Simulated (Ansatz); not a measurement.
Fields on a plane of PtSe2 (CdI2 type)

```
PtSe2
1.0
    3.77244     0.00000     0.00000
   -1.88622     3.26703     0.00000
    0.00000     0.00000     4.81807
Pt Se
1 2
Direct
  0.00000   0.00000   0.00000
  0.66667   0.33333   0.26557
  0.33333   0.66667   0.73443
```

The slice is a (0001) plane (indices of the conventional cell) through the point (0.333, 0.667, 0.734) (fractional), spanned by u = [110] and v = [1 -1 0] in vectors of this cell: u (3.77 Å) and v (6.53 Å, at 90° to u). It covers one period; positions are fractions (u, v).

Atoms on it: Se at (0.00, 0.00); Se at (0.50, 0.50).

All values below come from PBE-D3(BJ) (plane waves to 420 eV, PAW, scalar-relativistic; Ansatz, an electronic-structure program). k mesh 14×14×10. Inside the PAW spheres the values are not all-electron values, and peaks at nuclei hang on which shells count as valence. PtSe2 is run without spin polarisation. PtSe2 was relaxed with its symmetry unable to fall. Spin-orbit coupling is left out, though Pt is heavy.

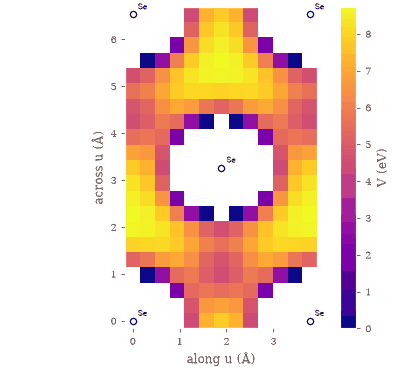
Fig. 1. Electrostatic potential energy of an electron, from the cell's mean, in eV, one period of the plane, atoms marked. Points within 1 Å of a nucleus are left white, as the pseudised field means little there. Values under 0 eV are set to 0. The zero, the cell's mean, hangs on the PAW cores.

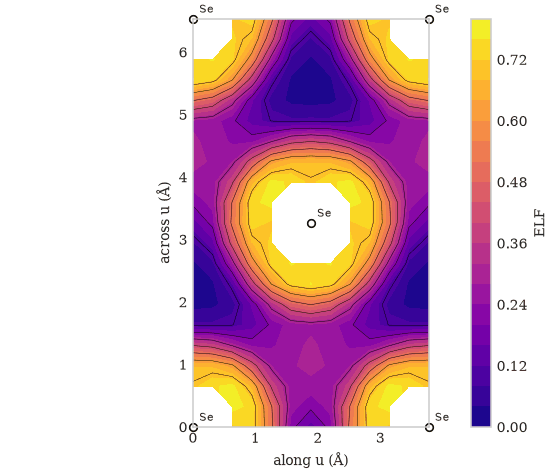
Electron localisation function (ELF), one period of the plane, atoms marked. Points within 0.5 Å of a nucleus are left white, as the pseudised field means little there.
